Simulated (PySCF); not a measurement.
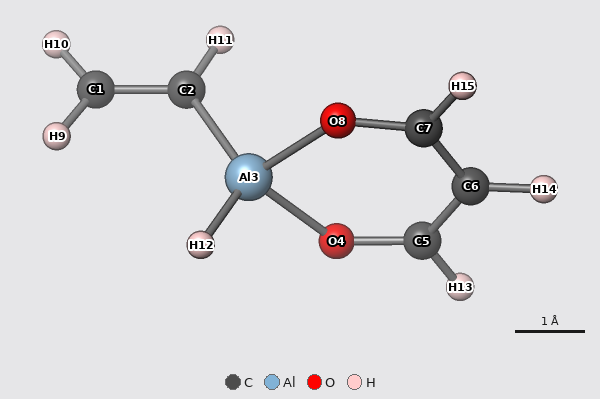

*The structure as given in the input (ball-and-stick view, seen at a tilt; atoms are numbered from 1 in the order of the input). Sticks mark near contacts.*

**Excited-state calculation, with input and output: C5H7AlO2**

The run: excited-state calculation of C5H7AlO2, SMILES C=[CH][Al@H-]1[O]C=CC=[O+]1. Method and program: TDDFT wB97X-D/def2-SVPD, vertical, gas phase, core orbitals frozen in the response (PySCF 2.14.0).

The geometry comes from this level: GFN2-xTB.

### The program's output
```
coarse grid: 13568 points
cycle   1  E = -586.9458340817  dE =  1.359e+00  |g| = 9.488e-01  |ddm| = 6.199e+00
cycle   2  E = -586.8042950878  dE =  1.415e-01  |g| = 1.339e+00  |ddm| = 3.797e+00
cycle   3  E = -587.1313851241  dE = -3.271e-01  |g| = 9.801e-02  |ddm| = 2.502e+00
cycle   4  E = -587.1335623060  dE = -2.177e-03  |g| = 4.374e-02  |ddm| = 2.531e-01
cycle   5  E = -587.1340536596  dE = -4.914e-04  |g| = 5.752e-03  |ddm| = 1.136e-01
cycle   6  E = -587.1340643217  dE = -1.066e-05  |g| = 2.232e-03  |ddm| = 2.767e-02
cycle   7  E = -587.1340658644  dE = -1.543e-06  |g| = 8.300e-04  |ddm| = 7.368e-03
final grid: 127952 points
cycle   8  E = -587.2286151176  dE = -8.957e-05  |g| = 4.702e-03  |ddm| = 1.584e-01
cycle   9  E = -587.2286164957  dE = -1.378e-06  |g| = 4.658e-03  |ddm| = 2.623e-02
cycle  10  E = -587.2286203832  dE = -3.888e-06  |g| = 7.643e-04  |ddm| = 7.655e-03
cycle  11  E = -587.2286204938  dE = -1.107e-07  |g| = 4.376e-04  |ddm| = 2.877e-03
cycle  12  E = -587.2286205402  dE = -4.634e-08  |g| = 4.943e-05  |ddm| = 1.005e-03
cycle  13  E = -587.2286205412  dE = -1.006e-09  |g| = 3.134e-05  |ddm| = 2.586e-04
cycle  14  E = -587.2286205415  dE = -3.470e-10  |g| = 7.032e-06  |ddm| = 9.599e-05
```

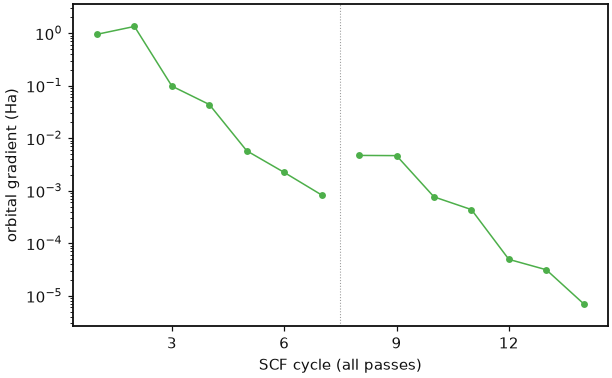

*Convergence of the self-consistent field: orbital gradient against the SCF cycle. The dotted line marks the change from a coarse to the final integration grid.*

The first 7 cycles use a coarse grid, the final grid takes over at cycle 8, and the field converges after 14 cycles in all.

```
converged SCF energy = -587.2286205415

Static polarisability (au): isotropic 89.696, principal 70.301 85.928 112.860

Singlet excitations
state   eV       nm        f      main configurations
  1   4.4286    280.0   0.07117   H->L 0.94
  2   4.4457    278.9   0.00126   H-3->L 0.98
  3   5.5776    222.3   0.02204   H-1->L 0.96
  4   5.6087    221.1   0.10220   H-2->L 0.89
  5   5.9576    208.1   0.00550   H-5->L 0.45, H-4->L 0.42
  6   6.1062    203.0   0.00023   H->L+2 0.66, H-2->L+2 0.20
  7   6.5981    187.9   0.00623   H-4->L 0.54, H-5->L 0.28, H-6->L 0.09
  8   7.1260    174.0   0.05373   H->L+1 0.67, H-2->L+1 0.13

Triplet excitations (Tamm-Dancoff, eV): 3.0060 4.1200 4.4292
```

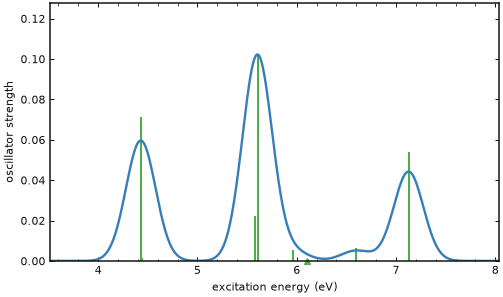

*Computed excitations as sticks (degenerate states added up, dark ones marked on the axis), with a Gaussian envelope of 0.35 eV full width at half maximum, scaled to the tallest.*

Of the 8 states the lowest lies at 4.43 eV (f = 0.071); the strongest line is at 5.61 eV, or 221 nm (f = 0.102).

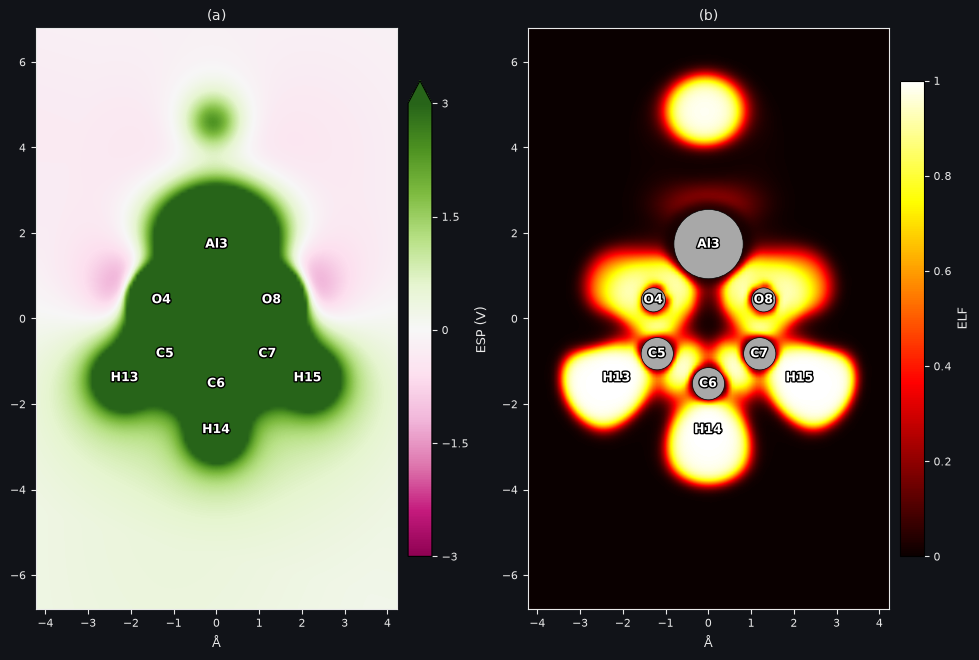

*(a) electrostatic potential; (b) ELF on the plane of atoms C6, C7 and H15. Grey discs, where drawn, cover atomic cores.*

Atoms in the plane: Al, O, C and H. C–O (1.26 Å): the ELF peaks at about 0.90 between the atoms (a multiple bond by its length, whose ELF region spreads away from the axis). Al–O (1.83 Å): the ELF peaks at about 0.90 in the valence shell of O, 0.6 Å from its nucleus, and is about 0.45 at the midpoint. C–H (1.08 Å): the ELF climbs to about 1 towards the hydrogen, as it does in any bond to H (a covalent bond by its length).

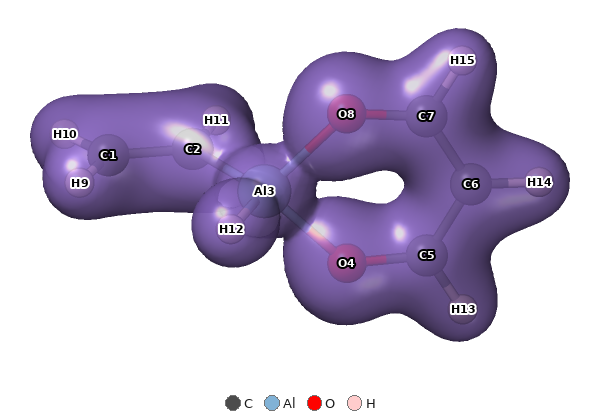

*Isosurface of the total electron density at 0.3 e/Å³ (purple), seen at a tilt.*

At this value the surface is in one piece. On the grid the lowest density along these lines, outside the cores, is 2.4 e/Å³ (C–O, 1.26 Å), 2.3 e/Å³ (C–C, 1.33 Å), 0.49 e/Å³ (Al–O, 1.83 Å) and 0.6 e/Å³ (C–Al, 1.98 Å).

The run was set up as follows.

### The input
```
{"job": {"kind": "uv", "xc": "wB97X-D", "basis": "def2-SVPD", "nstates": 8, "ntriplets": 3}, "charge": 0, "multiplicity": 1}
C     -3.200977    -0.758529    -0.325481
C     -2.010226    -0.355842    -0.770878
Al    -0.496030    -0.235120     0.504893
O      0.976249    -1.124342    -0.130242
C      2.102813    -0.702789    -0.515463
C      2.472107     0.635687    -0.543358
C      1.568589     1.599443    -0.115628
O      0.403650     1.350361     0.305049
H     -3.343598    -1.014299     0.715198
H     -4.081818    -0.854867    -0.949499
H     -1.966223    -0.118160    -1.838438
H     -0.580010    -0.532687     2.008019
H      2.829016    -1.457907    -0.845107
H      3.448768     0.922837    -0.890596
H      1.873275     2.654202    -0.136034
```

The first line tells a small driver script what to run in PySCF; the rest is the geometry in Å.

Launched with:
```bash
OMP_NUM_THREADS=1 python <driver script> task.json out
```

### Key numbers

```tsv
quantity	value
outcome	converged
total energy	−587.228621 hartree
HOMO	−9.08 eV
LUMO	−0.64 eV
dipole moment	4.06 D
mean polarisability	89.70 a.u.
lowest singlet excitation	4.43 eV
hardware	1 CPU thread, shared host
wall time	40 s
peak memory	0.95 GiB
```
